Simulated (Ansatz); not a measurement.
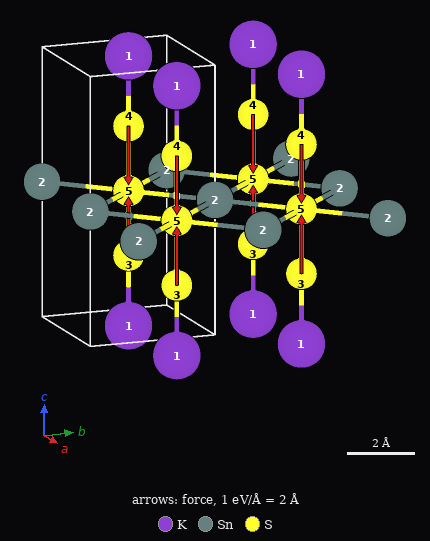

Starting geometry of solid KSnS₃ (a generated structure, set up in P4/mmm) (coarse preliminary run) with the computed forces as red arrows. The picture is a ball-and-stick view of the cell of the calculation, repeated 2 × 2 × 1 with one cell outlined, seen slightly off an axis.

These are results of DFT PBE, scalar-relativistic, plane waves, PAW in Ansatz 0.2.0, not measurements. Set-up: plane-wave cutoff 420 eV; k-point mesh 4 × 4 × 2; occupations gaussian; smearing width 0.1 eV; no spin polarisation; cell and atoms relaxed; force threshold 0.04 eV/Å; at most 70 steps.

**What follows when this structure is relaxed?**

It isn't relaxed: the largest force vector, on S atoms, is 0.93 eV/Å. The atoms end up moving mostly along the starting forces (cosine between the two patterns 1.00). After 7 accepted moves (9 points after the start) the energy has fallen by 666 meV per atom. The largest force component goes from 0.93 to 0.0028 eV/Å. Pressure: 14.31 GPa at the start and 0.02 GPa at the end. At 2 points the geometry stayed and the basis and grid were re-selected for the new cell (energy shift of 4.4 meV per atom at most each time). The largest moves relative to the cell, 0.19 Å, are those of S3 and S4. S4 goes along −c. Sn and K stay in place. The drawn cell changes as follows: a = b 4.043 → 4.018 Å (−0.6 %), c 8.406 → 10.299 Å (+22.5 %); the volume changes by +21.0 %. Some distances before and after: K1–S3 2.188 → 2.867 Å, S3–S5 2.016 → 2.283 Å, Sn2–S5 2.859 → 2.841 Å. The space group stays P4/mmm (No. 123).

Limits of the set-up: the k-point mesh is coarse for a cell with partly filled bands.
